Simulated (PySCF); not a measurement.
# CH₇Ge₂NSi: geometry relaxation

The run: geometry relaxation of CH₇Ge₂NSi. Method and program: PBE0-D3(BJ)/def2-SVP geometry optimisation, gas phase (PySCF 2.14.0).

It belongs to a series of runs on one base structure; here: H on Ge replaced by CN.

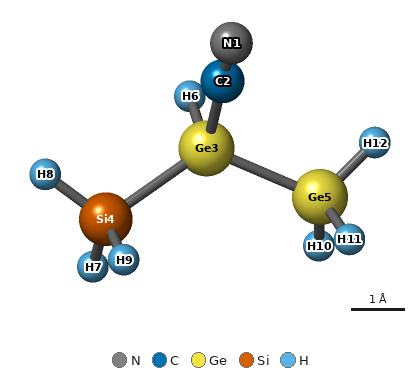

Figure 1. The structure as given in the input (ball-and-stick view, seen at a tilt; atoms are numbered from 1 in the order of the input). Sticks mark near contacts. Bond lengths as drawn: C–Ge 1.92 Å, C–N 1.12 Å, Ge–Ge 2.39 Å, Ge–H 1.48 to 1.53 Å, Ge–Si 2.41 Å and H–Si 1.44 to 1.47 Å.

**Summary**

```tsv
quantity	value
outcome	converged
total energy	−4539.116964 hartree
dipole moment	3.97 D
point group	C1
hardware	1 CPU thread, shared host
wall time	2.1 min
peak memory	0.63 GiB
```

**The input**
```
{"job": {"xc": "PBE0", "basis": "def2-SVP", "d3": "d3bj", "grid": 1, "shake": 0.01, "kind": "geom"}, "charge": 0, "multiplicity": 1}
N      0.072890     3.160140    -0.697620
C      0.049770     2.131050    -0.243820
Ge     0.042110     0.356710     0.479410
Si     2.149480    -0.692380    -0.022260
Ge    -2.062890    -0.561900    -0.178170
H     -0.074370     0.726890     1.961580
H      2.131160    -2.014490     0.619000
H      3.238960     0.114450     0.489720
H      2.237560    -0.846930    -1.448830
H     -2.309500    -1.915800     0.436580
H     -2.197020    -0.761430    -1.640420
H     -3.238450     0.275430     0.235800
```

The first line tells a small driver script what to run in PySCF; the rest is the geometry in Å.

Launch command:
```bash
OMP_NUM_THREADS=1 python <driver script> task.json out
```

**Log**
```
step   0  E = -4539.10594131  max force = 0.088824
step   1  E = -4539.11636820  max force = 0.009537
step   2  E = -4539.11682392  max force = 0.001817
step   3  E = -4539.11689106  max force = 0.000941
step   4  E = -4539.11693892  max force = 0.001340
step   5  E = -4539.11695798  max force = 0.000781
step   6  E = -4539.11696427  max force = 0.000254
optimisation converged
```

**Trajectory as extended XYZ (Å, eV, eV/Å), 7 frames, from step=0 to step=6**
```
12
Properties=species:S:1:pos:R:3:forces:R:3 step=0 energy=-123515.36395
N     0.0729    3.1601   -0.6976    0.0690   4.5675  -1.9671
C     0.0498    2.1311   -0.2438    0.0491  -4.2888   1.5893
Ge    0.0421    0.3567    0.4794    0.2709   0.1358   0.3553
Si    2.1495   -0.6924   -0.0223   -1.0148   0.0379   0.5194
Ge   -2.0629   -0.5619   -0.1782   -0.0649  -0.2314   0.2646
H    -0.0744    0.7269    1.9616    0.0656  -0.1940   0.2758
H     2.1312   -2.0145    0.6190    0.0245  -0.3950   0.2150
H     3.2390    0.1144    0.4897    0.5848   0.4907   0.3081
H     2.2376   -0.8469   -1.4488    0.1125  -0.1056  -1.0961
H    -2.3095   -1.9158    0.4366    0.1192  -0.5747   0.3691
H    -2.1970   -0.7614   -1.6404    0.1234  -0.0594  -1.1469
H    -3.2384    0.2754    0.2358   -0.3394   0.6170   0.3136
12
Properties=species:S:1:pos:R:3:forces:R:3 step=1 energy=-123515.64769
N     0.1714    3.2301   -0.7057   -0.0136  -0.4904   0.1927
C     0.1237    2.1700   -0.2258    0.0009   0.4796  -0.2082
Ge    0.0317    0.4094    0.5666   -0.0800   0.0393   0.0640
Si    2.0257   -0.7233   -0.0676    0.0807   0.0164  -0.0256
Ge   -2.0622   -0.5780   -0.1720   -0.2386  -0.0470  -0.1131
H    -0.0129    0.6946    2.0857    0.0124  -0.0691  -0.1030
H     2.0213   -2.0749    0.5659    0.0032  -0.0106   0.0099
H     3.1847    0.0753    0.4317    0.0157  -0.0478  -0.0321
H     2.0907   -0.8686   -1.5548   -0.0314   0.0327   0.0709
H    -2.2204   -1.9693    0.4966    0.0376   0.1898  -0.0908
H    -2.1026   -0.7447   -1.7181    0.0627   0.0570   0.3227
H    -3.2165    0.3492    0.2891    0.1504  -0.1498  -0.0873
12
Properties=species:S:1:pos:R:3:forces:R:3 step=2 energy=-123515.66009
N     0.1656    3.2212   -0.7137    0.0014  -0.0934   0.0153
C     0.1176    2.1689   -0.2252   -0.0039   0.0914  -0.0138
Ge    0.0270    0.4119    0.5749   -0.0136   0.0066  -0.0192
Si    2.0241   -0.7238   -0.0631    0.0092   0.0101   0.0183
Ge   -2.0628   -0.5710   -0.1694   -0.0385   0.0042  -0.0070
H    -0.0160    0.6855    2.0884    0.0114  -0.0163   0.0170
H     2.0174   -2.0787    0.5648   -0.0009  -0.0008   0.0018
H     3.1979    0.0588    0.4232    0.0115  -0.0183  -0.0119
H     2.0700   -0.8595   -1.5480   -0.0156   0.0109  -0.0008
H    -2.2144   -1.9552    0.4849    0.0082  -0.0039   0.0042
H    -2.0712   -0.7260   -1.6980    0.0332   0.0142   0.0039
H    -3.2204    0.3379    0.2730   -0.0023  -0.0046  -0.0079
12
Properties=species:S:1:pos:R:3:forces:R:3 step=3 energy=-123515.66191
N     0.1658    3.2153   -0.7192    0.0055   0.0266  -0.0371
C     0.1164    2.1688   -0.2210   -0.0042  -0.0234   0.0484
Ge    0.0251    0.4149    0.5855   -0.0009   0.0085   0.0064
Si    2.0185   -0.7241   -0.0599   -0.0062   0.0008   0.0095
Ge   -2.0605   -0.5671   -0.1698    0.0036  -0.0016   0.0106
H    -0.0149    0.6830    2.1005    0.0078  -0.0021   0.0067
H     2.0089   -2.0812    0.5637   -0.0013  -0.0008  -0.0014
H     3.2043    0.0461    0.4157    0.0056  -0.0055  -0.0035
H     2.0475   -0.8532   -1.5454   -0.0067   0.0013  -0.0097
H    -2.2090   -1.9538    0.4779   -0.0023  -0.0148   0.0053
H    -2.0413   -0.7136   -1.6969    0.0143   0.0024  -0.0355
H    -3.2261    0.3348    0.2605   -0.0153   0.0088   0.0004
12
Properties=species:S:1:pos:R:3:forces:R:3 step=4 energy=-123515.66321
N     0.1706    3.2088   -0.7238    0.0066   0.0689  -0.0490
C     0.1178    2.1707   -0.2093   -0.0022  -0.0617   0.0662
Ge    0.0232    0.4207    0.6049    0.0030   0.0075   0.0227
Si    2.0074   -0.7260   -0.0556   -0.0130  -0.0081  -0.0092
Ge   -2.0542   -0.5622   -0.1727    0.0324  -0.0068   0.0033
H    -0.0124    0.6839    2.1209    0.0005   0.0080  -0.0021
H     1.9928   -2.0861    0.5614   -0.0011  -0.0015  -0.0032
H     3.2097    0.0275    0.4046   -0.0014   0.0047   0.0036
H     2.0122   -0.8468   -1.5424    0.0017  -0.0060  -0.0058
H    -2.2030   -1.9536    0.4654   -0.0091  -0.0095  -0.0012
H    -1.9965   -0.6979   -1.7005   -0.0048  -0.0044  -0.0263
H    -3.2328    0.3311    0.2388   -0.0125   0.0087   0.0009
12
Properties=species:S:1:pos:R:3:forces:R:3 step=5 energy=-123515.66373
N     0.1785    3.2061   -0.7226    0.0048   0.0396  -0.0249
C     0.1216    2.1740   -0.1960   -0.0003  -0.0336   0.0401
Ge    0.0222    0.4258    0.6216    0.0018   0.0052   0.0195
Si    1.9971   -0.7289   -0.0529   -0.0094  -0.0087  -0.0147
Ge   -2.0470   -0.5588   -0.1776    0.0313  -0.0048  -0.0027
H    -0.0121    0.6873    2.1377   -0.0043   0.0061  -0.0057
H     1.9783   -2.0913    0.5589   -0.0008  -0.0015  -0.0022
H     3.2100    0.0135    0.3973   -0.0034   0.0061   0.0052
H     1.9859   -0.8449   -1.5405    0.0036  -0.0060  -0.0001
H    -2.2005   -1.9536    0.4530   -0.0076  -0.0021  -0.0042
H    -1.9638   -0.6885   -1.7058   -0.0102  -0.0045  -0.0092
H    -3.2353    0.3292    0.2187   -0.0056   0.0043  -0.0010
12
Properties=species:S:1:pos:R:3:forces:R:3 step=6 energy=-123515.66390
N     0.1892    3.2065   -0.7159    0.0025   0.0003   0.0043
C     0.1272    2.1780   -0.1821    0.0007   0.0021   0.0047
Ge    0.0213    0.4297    0.6344    0.0012   0.0023   0.0042
Si    1.9881   -0.7326   -0.0508   -0.0017  -0.0041  -0.0086
Ge   -2.0400   -0.5557   -0.1845    0.0131   0.0000  -0.0045
H    -0.0151    0.6899    2.1503   -0.0061  -0.0010  -0.0028
H     1.9655   -2.0969    0.5569   -0.0004  -0.0008  -0.0001
H     3.2072    0.0027    0.3947   -0.0025   0.0025   0.0034
H     1.9681   -0.8457   -1.5387    0.0019  -0.0024   0.0031
H    -2.2004   -1.9526    0.4405   -0.0025   0.0026  -0.0036
H    -1.9412   -0.6829   -1.7128   -0.0067  -0.0018   0.0025
H    -3.2351    0.3293    0.1997    0.0005   0.0001  -0.0026
```

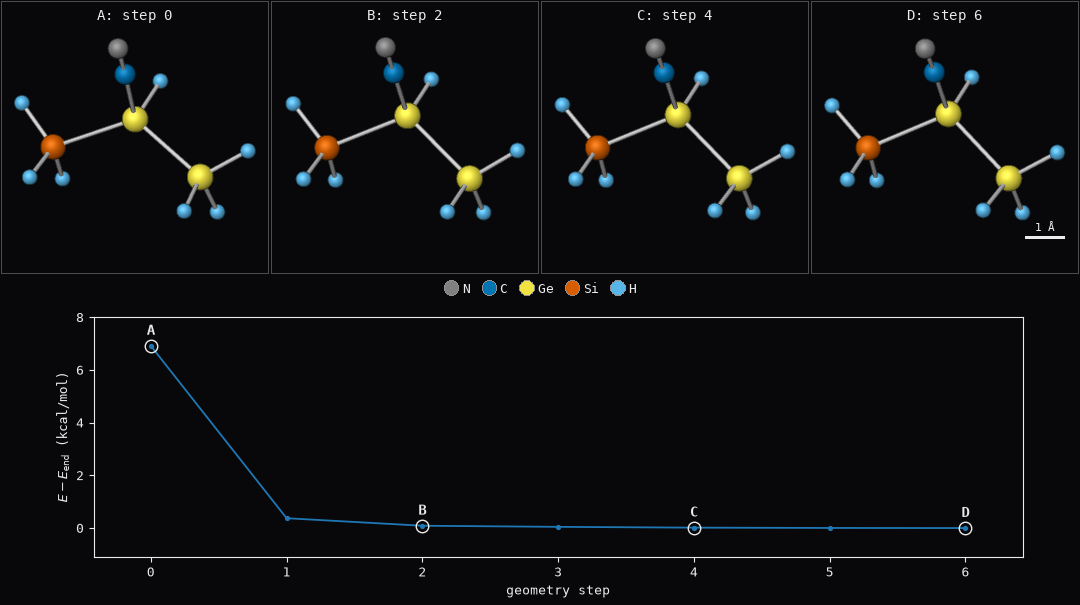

Figure 2. Frames of the relaxation (ball-and-stick view, seen at a tilt) above the curves, on which the letters mark them (steps are counted from 0).

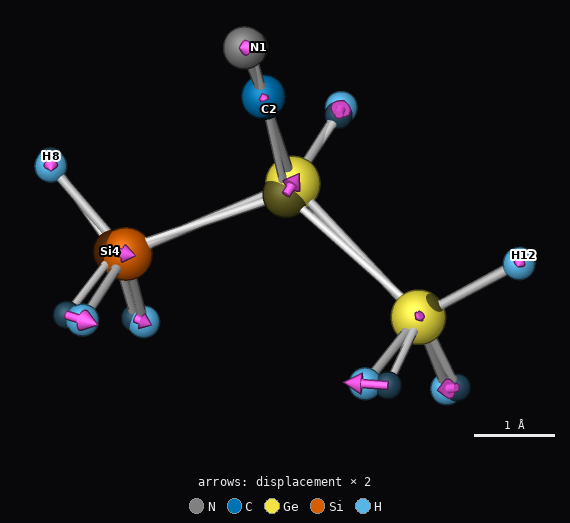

Figure 3. Start (faint) and end (solid) with the displacements as pink arrows, magnified 2 times (ball-and-stick view, seen at a tilt). The two geometries are laid on each other by the best rigid fit. The largest move after the best rigid fit is that of H11, 0.29 Å. Largest moves by element: H 0.29 Å, Ge 0.17 Å, Si 0.14 Å, N 0.11 Å, C 0.06 Å. Among the contacts that change: Ge5–H11 1.482 → 1.537 Å, Si4–H9 1.438 → 1.492 Å, Si4–H8 1.449 → 1.492 Å, Ge3–Ge5 2.389 → 2.427 Å. Among the angles that change: Si4–Ge3–Ge5 123.1° → 113.9°, C2–Ge3–H6 98.1° → 105.3°, Ge3–Ge5–H11 113.8° → 108.3°. After 6 geometry steps the energy has fallen by 6.92 kcal/mol. The largest force component goes from 4.6 to 0.013 eV/Å. (Atoms are counted from 1 in the order of the input.)
